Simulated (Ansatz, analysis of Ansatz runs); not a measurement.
# Reproducing a measured migration barrier: interstitial H in bcc V, hop from a tetrahedral to the next tetrahedral site, part 2 of 2

How near does this set-up come to the measured migration barrier? Subject: interstitial H in bcc V, hop from a tetrahedral to the next tetrahedral site. Set-up: PBE, 32-site cell, PBE lattice, 420 eV, k: 4x4x4 Gamma-centred, Fermi-Dirac 0.05 eV. The model is a cell of 32 host atoms with 1 H put in. The barrier is the energy of the highest image of a climbing band over the relaxed site that the atom leaves. This set-up takes another sampling or smearing than the usual one for this cell.

Ansatz 0.2.0; PBE, 32-site cell, PBE lattice, 420 eV, k: 4x4x4 Gamma-centred, Fermi-Dirac 0.05 eV.

So far: The starting structure; Relaxation, charge 0.

## 3. Nudged elastic band

A band of images joins the two ends; its highest image climbs to the saddle, whose energy over the site left is the barrier.

This step: plane-wave PAW DFT, PBE; nudged elastic band between two relaxed defect structures at fixed charge.

Contents of neb/input.yaml:

```yaml
crystal:
  lattice:
    - [0.0, 5.99246225, 5.99246225]
    - [5.99246225, 0.0, 5.99246225]
    - [5.99246225, 5.99246225, 0.0]
  atoms:
    - { symbol: V, position: [-0.000236047, -0.000313445, 0.000313445] }
    - { symbol: V, position: [0.124538778, 0.123318527, 0.126143839] }
    - { symbol: V, position: [0.250998855, 0.249538778, 0.248318527] }
    - { symbol: V, position: [0.377545956, 0.372454044, 0.364843144] }
    - { symbol: V, position: [-0.001681473, 0.001143839, 0.500998855] }
    - { symbol: V, position: [0.124391039, 0.123970036, 0.626386042] }
    - { symbol: V, position: [0.247454044, 0.239843144, 0.760156856] }
    - { symbol: V, position: [0.375573869, 0.374426131, 0.877574207] }
    - { symbol: V, position: [-0.001029964, 0.501386042, 0.000252883] }
    - { symbol: V, position: [0.12438595, 0.62561405, 0.124762905] }
    - { symbol: V, position: [0.249426131, 0.752574207, 0.247425793] }
    - { symbol: V, position: [0.376386042, 0.875252883, 0.374391039] }
    - { symbol: V, position: [-0.002574207, 0.500573869, 0.499426131] }
    - { symbol: V, position: [0.114843144, 0.635156856, 0.627545956] }
    - { symbol: V, position: [0.248613958, 0.751029964, 0.750608961] }
    - { symbol: V, position: [0.374001145, 0.873856161, 0.876681473] }
    - { symbol: V, position: [0.50061405, -0.000237095, 0.000237095] }
    - { symbol: V, position: [0.625236047, 0.124763953, 0.124686555] }
    - { symbol: V, position: [0.750252883, 0.249391039, 0.248970036] }
    - { symbol: V, position: [0.876143839, 0.375998855, 0.374538778] }
    - { symbol: V, position: [0.500608961, -0.000252883, 0.498613958] }
    - { symbol: V, position: [0.627574207, 0.122425793, 0.625573869] }
    - { symbol: V, position: [0.750237095, 0.24938595, 0.75061405] }
    - { symbol: V, position: [0.874747117, 0.373613958, 0.876029964] }
    - { symbol: V, position: [0.500461222, 0.499001145, -0.001143839] }
    - { symbol: V, position: [0.626029964, 0.625608961, 0.124747117] }
    - { symbol: V, position: [0.750313445, 0.750236047, 0.249763953] }
    - { symbol: V, position: [0.874762905, 0.875237095, 0.37438595] }
    - { symbol: V, position: [0.510156856, 0.502545956, 0.497454044] }
    - { symbol: V, position: [0.626681473, 0.625461222, 0.624001145] }
    - { symbol: V, position: [0.748856161, 0.751681473, 0.750461222] }
    - { symbol: V, position: [0.874686555, 0.875313445, 0.875236047] }
    - { symbol: H, position: [0.3125, 0.4375, 0.5625] }
basis:
  ecutwfc: 420
  xc_grid: 2
hamiltonian:
  xc: pbe
kpoints:
  mp_grid: { grid: [4, 4, 4] }
scf:
  occupations: { method: fermi_dirac, width: 0.05 }
  max_iter: 120
output:
  forces: true
neb:
  images: 3
  f_tol: 0.04
  climbing: true
  initial_path: idpp
  max_iterations: 45
  order_check: false
  final_atoms:
    - { symbol: V, position: [-0.000471997, -0.000187692, 0.000187692] }
    - { symbol: V, position: [0.126141447, 0.123367697, 0.12609432] }
[... 1 atom line left out ...]
    - { symbol: V, position: [0.385299502, 0.372503258, 0.364793636] }
[... 2 atom lines left out ...]
    - { symbol: V, position: [0.252688499, 0.239892256, 0.760107744] }
    - { symbol: V, position: [0.375751569, 0.373663155, 0.875980749] }
[... 2 atom lines left out ...]
    - { symbol: V, position: [0.250716412, 0.752623825, 0.247376175] }
    - { symbol: V, position: [0.375756893, 0.875286312, 0.374336245] }
    - { symbol: V, position: [-0.010014607, 0.502595362, 0.497404638] }
    - { symbol: V, position: [0.122596396, 0.635206364, 0.627496742] }
    - { symbol: V, position: [0.249143448, 0.751730923, 0.750411706] }
[... 6 atom lines left out ...]
    - { symbol: V, position: [0.625395473, 0.124019251, 0.626336845] }
[... 3 atom lines left out ...]
    - { symbol: V, position: [0.62537945, 0.625663755, 0.124713688] }
[... 2 atom lines left out ...]
    - { symbol: V, position: [0.502716963, 0.500623274, 0.499376726] }
[... 3 atom lines left out ...]
    - { symbol: H, position: [0.187642448, 0.43754931, 0.56245069] }
```

Launch:

```
ansatz run input.yaml --threads 4 --pin off --max-ram 14131MiB --backend cpu --events-out ev --progress --plain --runs-dir out
```

Numbers of over 12 decimals in the logs are rounded to 6 here.

The log of the run:

```text
[...]
Warning: neb: disabling space-group detection — the band's intermediate images generally break the endpoint symmetry, so no spatial operation reduces the k-mesh or symmetrises the density, except that a semilocal band can use its path's symmetry ahead of [...]
[...]
parallel-image band execution: 2 concurrent image workers
NEB image 0
Crystal: 33 atoms, lattice volume = 430.374 Å³
Basis set: ecut = 420 eV, 8393 PW (Γ), exchange–correlation on 120×120×120 points (8 copies of the dense FFT grid, shifted against one another)
Bands: 251, of which v1, the nominal top of the filled ones, is band 209 counted from 1 (208 counted from 0)
Symmetry: 1 space group operations
k-points: 36 of 64 (time reversal used)
[...]
SCF iter   1: F=—  HF=-93213.582544 eV  |F-HF|=—  |Δ(HF+E_count)|=         —  Δρ=6.08e-3  dr2=1.85e-1  ethr=1.77e-3  ⟨swp⟩=7.7  Hψ=32190  notcnv=0  defer=116
[...]
SCF iter   7: F=-93213.590368 eV  HF=-93213.590368 eV  |F-HF|=1.88e-8  |Δ(HF+E_count)|=   9.17e-8  Δρ=2.72e-6  dr2=2.75e-8  ethr=2.40e-11  ⟨swp⟩=2.0  Hψ=28077  notcnv=0
SCF 1 converged in 7 iterations: F = -93213.590368 eV  dr2 = 2.75e-8
[...]
NSCF: frozen V_eff on 36 k-points
NEB image 4
SCF iter   1: F=—  HF=-93213.580048 eV  |F-HF|=—  |Δ(HF+E_count)|=         —  Δρ=6.07e-3  dr2=1.87e-1  ethr=1.77e-3  ⟨swp⟩=7.3  Hψ=32201  notcnv=0  defer=115
[...]
SCF iter   7: F=-93213.590368 eV  HF=-93213.590368 eV  |F-HF|=1.55e-8  |Δ(HF+E_count)|=   1.16e-7  Δρ=2.72e-6  dr2=2.47e-8  ethr=2.40e-11  ⟨swp⟩=2.0  Hψ=28061  notcnv=0
SCF 2 converged in 7 iterations: F = -93213.590368 eV  dr2 = 2.47e-8
[...]
NEB end point (image 0): max|allowed force component| = 8.071e-3 eV/Å (the criterion of neb.relax_end_points is 1.000e-2)
NEB end point (image 4): max|allowed force component| = 8.089e-3 eV/Å (the criterion of neb.relax_end_points is 1.000e-2)
NEB image 1
SCF iter   1: F=—  HF=-93213.470275 eV  |F-HF|=—  |Δ(HF+E_count)|=         —  Δρ=6.62e-3  dr2=2.87e-1  ethr=1.77e-3  ⟨swp⟩=7.4  Hψ=32640  notcnv=0  defer=119
[...]
SCF iter   7: F=-93213.477801 eV  HF=-93213.477801 eV  |F-HF|=2.04e-8  |Δ(HF+E_count)|=   9.22e-8  Δρ=2.97e-6  dr2=3.20e-8  ethr=2.40e-11  ⟨swp⟩=2.3  Hψ=28019  notcnv=0
SCF 3 converged in 7 iterations: F = -93213.477801 eV  dr2 = 3.20e-8
NEB image 2
SCF iter   1: F=—  HF=-93213.378109 eV  |F-HF|=—  |Δ(HF+E_count)|=         —  Δρ=6.86e-3  dr2=3.31e-1  ethr=1.77e-3  ⟨swp⟩=7.3  Hψ=32612  notcnv=0  defer=113
[...]
SCF iter   7: F=-93213.382302 eV  HF=-93213.382302 eV  |F-HF|=2.71e-8  |Δ(HF+E_count)|=   1.08e-7  Δρ=3.15e-6  dr2=3.97e-8  ethr=2.40e-11  ⟨swp⟩=2.6  Hψ=28099  notcnv=0
SCF 4 converged in 7 iterations: F = -93213.382302 eV  dr2 = 3.97e-8
NEB image 3
SCF iter   1: F=—  HF=-93213.471196 eV  |F-HF|=—  |Δ(HF+E_count)|=         —  Δρ=6.61e-3  dr2=2.85e-1  ethr=1.77e-3  ⟨swp⟩=7.4  Hψ=32745  notcnv=0  defer=111
[...]
SCF iter   7: F=-93213.477800 eV  HF=-93213.477800 eV  |F-HF|=2.11e-8  |Δ(HF+E_count)|=   8.81e-8  Δρ=2.99e-6  dr2=3.27e-8  ethr=2.40e-11  ⟨swp⟩=2.3  Hψ=28011  notcnv=0
SCF 5 converged in 7 iterations: F = -93213.477800 eV  dr2 = 3.27e-8
NEB iter   1: max|band force component| = 6.967e-1 eV/Å  barrier→ = 0.2081 eV  barrier← = 0.2081 eV  Δτ_max = 0.0529 Å  (35 SCF iters)
NEB image 1
[...]
iter 1 solved again at ethr=4.67e-5 eV; its pass at ethr=3.10e-3 eV (dr2=1.95e-1 eV) is discarded
[...]
SCF iter   7: F=-93213.534919 eV  HF=-93213.534919 eV  |F-HF|=1.99e-8  |Δ(HF+E_count)|=   7.62e-8  Δρ=2.57e-6  dr2=3.02e-8  ethr=2.40e-11  ⟨swp⟩=4.6  Hψ=34330  notcnv=0
SCF 6 converged in 7 iterations: F = -93213.534919 eV  dr2 = 3.02e-8
NEB image 2
[...]
SCF iter   7: F=-93213.467339 eV  HF=-93213.467339 eV  |F-HF|=2.94e-8  |Δ(HF+E_count)|=   1.13e-7  Δρ=3.44e-6  dr2=4.29e-8  ethr=2.40e-11  ⟨swp⟩=4.7  Hψ=34610  notcnv=0
SCF 7 converged in 7 iterations: F = -93213.467339 eV  dr2 = 4.29e-8
NEB image 3
[...]
SCF iter   7: F=-93213.534919 eV  HF=-93213.534919 eV  |F-HF|=2.51e-8  |Δ(HF+E_count)|=   7.83e-8  Δρ=2.68e-6  dr2=3.62e-8  ethr=2.40e-11  ⟨swp⟩=4.6  Hψ=34319  notcnv=0
SCF 8 converged in 7 iterations: F = -93213.534919 eV  dr2 = 3.62e-8
NEB iter   2: max|band force component| = 1.936e-1 eV/Å  barrier→ = 0.1230 eV  barrier← = 0.1230 eV  CI = image 2  Δτ_max = 0.0330 Å  (21 SCF iters)
NEB image 1
[...]
SCF iter   7: F=-93213.546206 eV  HF=-93213.546206 eV  |F-HF|=3.43e-9  |Δ(HF+E_count)|=   1.72e-8  Δρ=1.26e-6  dr2=5.68e-9  ethr=2.40e-11  ⟨swp⟩=5.4  Hψ=27873  notcnv=0
SCF 9 converged in 7 iterations: F = -93213.546206 eV  dr2 = 5.68e-9
NEB image 2
[...]
SCF iter   7: F=-93213.485189 eV  HF=-93213.485189 eV  |F-HF|=7.81e-9  |Δ(HF+E_count)|=   2.93e-8  Δρ=1.68e-6  dr2=1.26e-8  ethr=2.40e-11  ⟨swp⟩=5.6  Hψ=28230  notcnv=0
SCF 10 converged in 7 iterations: F = -93213.485189 eV  dr2 = 1.26e-8
NEB image 3
[...]
SCF iter   7: F=-93213.546206 eV  HF=-93213.546206 eV  |F-HF|=3.38e-9  |Δ(HF+E_count)|=   1.70e-8  Δρ=1.23e-6  dr2=5.85e-9  ethr=2.40e-11  ⟨swp⟩=5.5  Hψ=27750  notcnv=0
SCF 11 converged in 7 iterations: F = -93213.546206 eV  dr2 = 5.85e-9
NEB iter   3: max|band force component| = 7.972e-2 eV/Å  barrier→ = 0.1052 eV  barrier← = 0.1052 eV  CI = image 2  Δτ_max = 0.0145 Å  (21 SCF iters)
NEB image 1
[...]
SCF iter   6: F=-93213.547442 eV  HF=-93213.547442 eV  |F-HF|=3.03e-8  |Δ(HF+E_count)|=   1.03e-8  Δρ=2.32e-6  dr2=3.46e-8  ethr=2.40e-11  ⟨swp⟩=5.6  Hψ=29072  notcnv=0
SCF 12 converged in 6 iterations: F = -93213.547442 eV  dr2 = 3.46e-8
NEB image 2
[...]
SCF iter   6: F=-93213.487523 eV  HF=-93213.487523 eV  |F-HF|=7.02e-8  |Δ(HF+E_count)|=   1.64e-8  Δρ=3.64e-6  dr2=7.90e-8  ethr=2.40e-11  ⟨swp⟩=6.0  Hψ=30726  notcnv=0
SCF 13 converged in 6 iterations: F = -93213.487523 eV  dr2 = 7.90e-8
NEB image 3
[...]
SCF iter   6: F=-93213.547442 eV  HF=-93213.547442 eV  |F-HF|=3.03e-8  |Δ(HF+E_count)|=   1.03e-8  Δρ=2.33e-6  dr2=3.45e-8  ethr=2.40e-11  ⟨swp⟩=5.6  Hψ=29134  notcnv=0
SCF 14 converged in 6 iterations: F = -93213.547442 eV  dr2 = 3.45e-8
NEB image 1
[...]
NEB image 3
[...]
NEB image 2
[...]
the search or the solves at the SCF's close may have found levels that the self-consistency loop had missed (the run counts none). By its estimate they hold under 1e-12 electrons; where the run keeps them, the occupations were computed again with them
[...]
NEB iter   4: max|band force component| = 2.141e-2 eV/Å  barrier→ = 0.1028 eV  barrier← = 0.1028 eV  CI = image 2  Δτ_max = 0.0000 Å  (18 SCF iters)
SCF converged after 6 iterations
Free energy (F): -93213.487523 eV
[...]
Internal energy: -93213.056781 eV  (E = F + TS)
E sigma→0 (E₀):  -93213.272152 eV
Entropy (-TS):   -0.430742 eV (-13.053 meV/atom)
Fermi energy:    16.617297 eV
[...]
--- Forces (eV/Å), atoms counted from 1 ---
  atom   1  V      0.00060492    -0.00093064    -0.00281603
  atom   2  V     -0.00085124    -0.00354891     0.00354899
  [... 1 atom left out ...]
  atom   4  V     -0.01223174     0.00676809    -0.00676787
  [... 2 atoms left out ...]
  atom   7  V      0.00132819    -0.00081907     0.00081949
  atom   8  V     -0.00260781    -0.01007945    -0.00418001
  [... 2 atoms left out ...]
  atom  11  V      0.00070600     0.00323960    -0.00324013
  [... 1 atom left out ...]
  atom  13  V      0.00024576     0.00609188     0.00366720
  atom  14  V     -0.00253327     0.01035159    -0.01035220
  [... 7 atoms left out ...]
  atom  22  V      0.00287139    -0.00994390    -0.00419209
  [... 3 atoms left out ...]
  atom  26  V      0.00040174     0.00423463    -0.00001530
  [... 2 atoms left out ...]
  atom  29  V      0.00024545    -0.00366661    -0.00609186
  [... 3 atoms left out ...]
  atom  33  H      0.01679014    -0.02141009     0.02140972
  max |Σ_I F_I| component: 8.84e-6 eV/Å
--- Band table (eV; the first three rows and the last of 36) ---
[...]
[... further k-points left out ...]
this run last wrote the band of iteration 4 to <dir>
--- NEB band (5 images, 4 band iterations, 95 SCF iterations) ---
  forward barrier  = 0.102845 eV
  backward barrier = 0.102845 eV
  lagrangian_above_aufbau_ev (what the smearing adds, to first order; not taken off the barriers): saddle image -0.209549 eV, end points -0.210732 and -0.210731 eV
  climbing image's point = of an order that was not read
  energies are F+E_penalty+E_count in eV, relative to image 0
  image     s (Å)  Δ vs image 0  max|band force component| (eV/Å)
      0    0.0000      0.000000                                 —
      1    0.3011      0.042926                          1.223e-2
  *   2    0.6023      0.102845                          2.141e-2
      3    0.9035      0.042926                          1.223e-2
      4    1.2046     -0.000000                                 —
  climbing-image geometry (image 2):
  cell:  # Å, volume = 430.3739 Å³
    - [0.0, 5.99246225, 5.99246225]
    - [5.99246225, 0.0, 5.99246225]
    - [5.99246225, 5.99246225, 0.0]
  atoms:
    - { symbol: V, position: [0.002467, -0.000551, 0.000550] }
    - { symbol: V, position: [0.124796, 0.124281, 0.126269] }
    - { symbol: V, position: [0.252909, 0.247328, 0.247509] }
    - { symbol: V, position: [0.388855, 0.365899, 0.356533] }
    - { symbol: V, position: [-0.003157, 0.004346, 0.502110] }
    - { symbol: V, position: [0.125730, 0.124210, 0.625456] }
    - { symbol: V, position: [0.250085, 0.242790, 0.757183] }
    - { symbol: V, position: [0.374405, 0.374546, 0.875794] }
    - { symbol: V, position: [-0.003226, 0.502412, 0.004183] }
    - { symbol: V, position: [0.124775, 0.624435, 0.127102] }
    - { symbol: V, position: [0.250075, 0.752956, 0.247037] }
    - { symbol: V, position: [0.375360, 0.872897, 0.375576] }
    - { symbol: V, position: [0.001368, 0.498868, 0.501135] }
    - { symbol: V, position: [0.111290, 0.643489, 0.634073] }
    - { symbol: V, position: [0.247214, 0.752513, 0.752683] }
    - { symbol: V, position: [0.375340, 0.873737, 0.875725] }
    - { symbol: V, position: [0.497677, -0.000551, 0.000550] }
    - { symbol: V, position: [0.628584, 0.120421, 0.122554] }
    - { symbol: V, position: [0.752397, 0.247328, 0.247509] }
    - { symbol: V, position: [0.873463, 0.375729, 0.377488] }
    - { symbol: V, position: [0.503355, -0.004182, 0.497615] }
    - { symbol: V, position: [0.624747, 0.124210, 0.625456] }
    - { symbol: V, position: [0.750071, 0.249999, 0.750002] }
    - { symbol: V, position: [0.875397, 0.374546, 0.875794] }
    - { symbol: V, position: [0.503280, 0.497891, -0.004309] }
    - { symbol: V, position: [0.623830, 0.624435, 0.127102] }
    - { symbol: V, position: [0.750071, 0.746200, 0.253800] }
    - { symbol: V, position: [0.876310, 0.872897, 0.375576] }
    - { symbol: V, position: [0.498772, 0.498868, 0.501135] }
    - { symbol: V, position: [0.626665, 0.622524, 0.624288] }
    - { symbol: V, position: [0.747732, 0.752513, 0.752683] }
    - { symbol: V, position: [0.871546, 0.877468, 0.879582] }
    - { symbol: H, position: [0.250166, 0.453864, 0.545946] }
```

Wall time 51 min (4 threads of Arm Neoverse V1, shared host); peak memory 10 GiB.

The path, image by image:

```
image  path (Å)  energy (eV)     H33: x, y, z (Å)
    0     0.000       0.0000  5.992, 5.243, 4.494
    1     0.301       0.0429  5.992, 4.998, 4.407
    2     0.602       0.1028  5.991, 4.771, 4.219
    3     0.903       0.0429  5.992, 4.583, 3.991
    4     1.205       0.0000  5.992, 4.495, 3.746
```

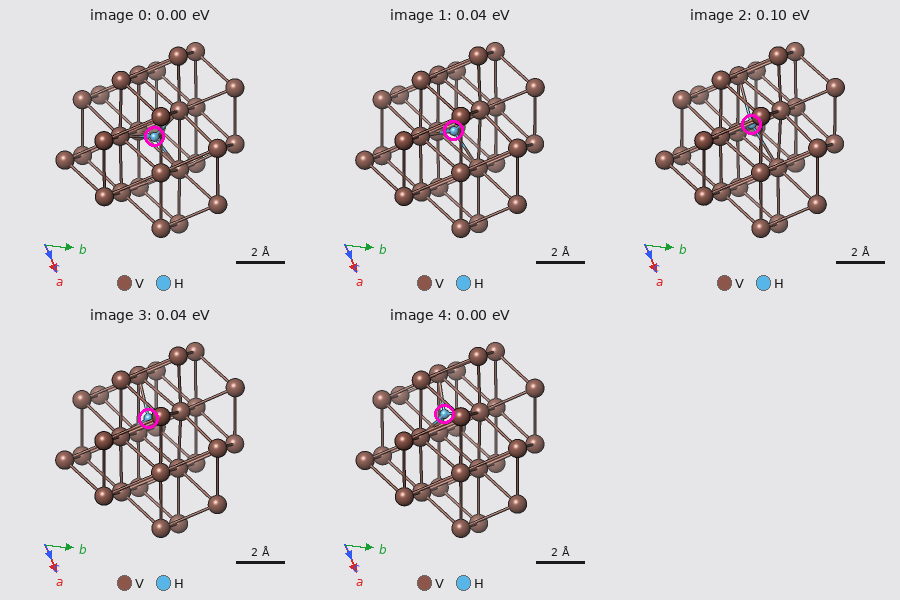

Images along the path; H33 is ringed.

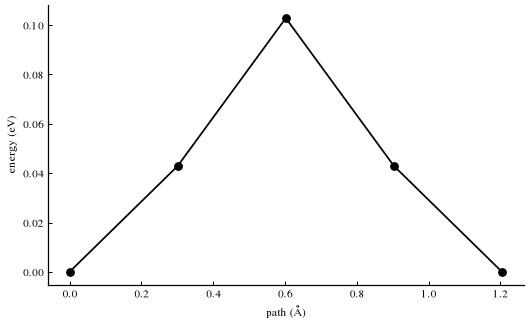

Energy along the path.

Read from the output:

| Item | Value |
| --- | --- |
| free energy | -93213.4875 eV |
| smearing term TS | 0.4307 eV |
| barrier forward | 0.1028 eV |
| barrier backward | 0.1028 eV |

## 4. Summary of results

| Quantity | Value |
| --- | --- |
| migration barrier (saddle less minimum) | 0.10 eV |
| energy difference of the two ends | 0.00 eV |
| length of the hop | 1.06 Å |
| time of the whole chain | 59 min on 4 threads |

**Reading.** Migration barrier: computed 0.10 eV, measured 0.046 eV; 0.06 eV above the measurement. The measured number is an Arrhenius activation energy of long-range diffusion; for H it holds zero-point energy and, in bcc metals near room temperature, tunnelling. One hop between neighbouring sites is computed at the host's lattice. Limits: the periodic copies of the defect are only 8.5 Å apart.

[Logs are printed without paths, hosts, clocks, repeated set-up lines and the standing remarks that a program may print on its own settings, such as how far it seeks lower states.]

[Hosts, paths, dates, database ids (printed as entryN), source tags and the programs' standing remarks are cut or masked in the printed files.]

[For some hosts the program warned that the k-mesh of the response run may be too coarse for force constants and the static dielectric constant; such warnings are not shown here.]
